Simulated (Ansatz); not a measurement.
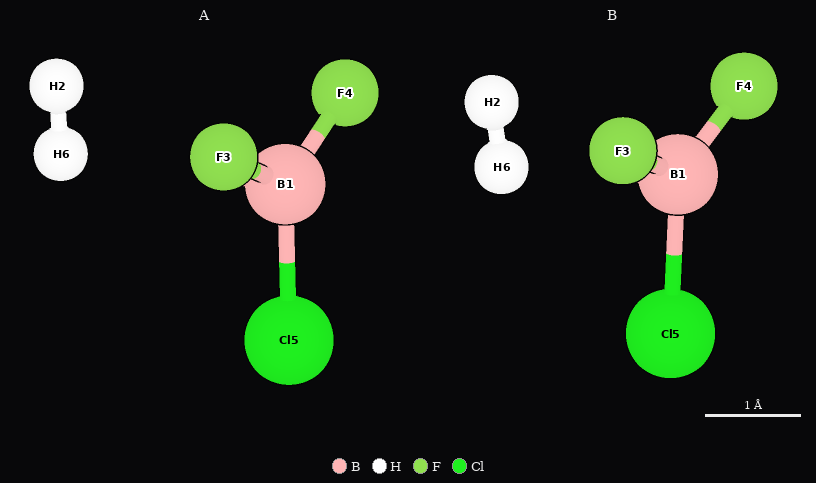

Two geometries of BH$_{2}$ClF$_{2}$, drawn at one scale. One is the start of a relaxation, the other its converged end. Style: ball-and-stick. Shown at a tilt.

Level of theory: RKS B3LYP-D4/def2-SVP (Ansatz). Set-up: no spin polarisation; force threshold 0.03 eV/Å; at most 50 steps.

Which one is relaxed?

Structure A is the relaxed one. The run prepares an end point of a later path (reaction) calculation, from a guessed geometry. The energy falls by 3.86 kcal/mol in 6 accepted moves (9 points after the start). Largest force component: 1.8 eV/Å at the start, 0.024 eV/Å at the end. The line search rejected the trial steps at points 2, 3, 8 of the run. The largest move after the best rigid fit is that of H6, 0.42 Å. Largest moves by element: H 0.42 Å, Cl 0.34 Å, B 0.21 Å, F 0.13 Å. Some distances before and after: B1–Cl5 1.819 → 1.752 Å, H2–H6 0.718 → 0.760 Å, B1–F3 1.309 → 1.313 Å.

Limits of the set-up: the start holds two separate molecules, 2.3 Å apart at their closest, whose relative position is a soft coordinate.
